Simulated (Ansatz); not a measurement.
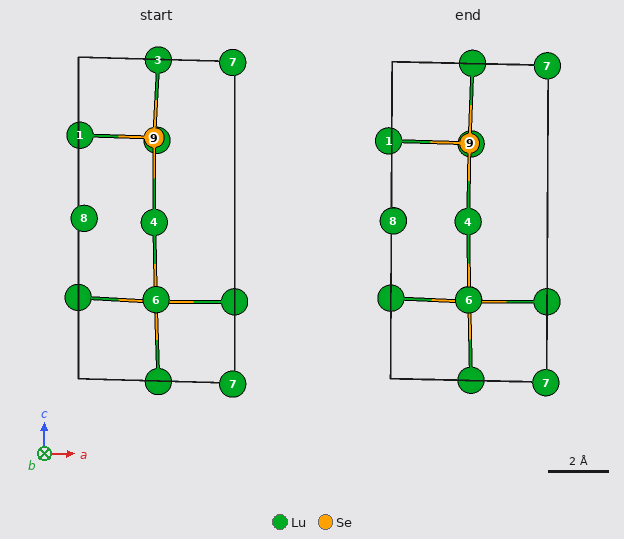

The structure of solid Lu4Se (a generated structure, set up in P1) (coarse preliminary run) before (left) and after (right) a relaxation, at one scale.

Style: ball-and-stick. Shown: the cell of the calculation, along the b axis.

These are results of Ansatz 0.2.0, DFT PBE, scalar-relativistic, plane waves, PAW, not measurements. (plane-wave cutoff 420 eV; k-point mesh 4 × 4 × 2; occupations gaussian; smearing width 0.2 eV; no spin polarisation; cell and atoms relaxed; force threshold 0.025 eV/Å; at most 60 steps)

Summarise the run.

The run was cut off at its time limit before the relaxation converged, so the last structure is only a point on the way. The largest move relative to the cell is that of a Lu atom, 0.19 Å roughly along [−3 2 −1]. By element the largest moves are Lu 0.19 Å, Se 0.13 Å. The drawn cell changes as follows: a 5.267 → 5.256 Å (−0.2 %), b 5.332 → 5.287 Å (−0.8 %), c 10.827 → 10.669 Å (−1.5 %), α 90.3° → 90.1°, β 91.6° → 91.0°; the volume changes by −2.5 %. Near-neighbour distances that change, for instance: Lu–Lu 3.793 → 3.553 Å, Lu–Se 2.769 → 2.531 Å, Lu–Se 2.499 → 2.727 Å, Lu–Se 2.860 → 2.635 Å. Among the angles between lasting bonds that change: Lu–Se–Lu 170.8° → 175.0°, Lu–Se–Lu 97.2° → 93.6°, Se–Lu–Se 174.4° → 177.5°. The space group stays P1 (No. 1). The energy falls by 0.296 eV per cell of the calculation in 1 geometry step. The largest force component goes from 1.9 to 1.6 eV/Å. The pressure goes from −0.31 to 0.61 GPa.
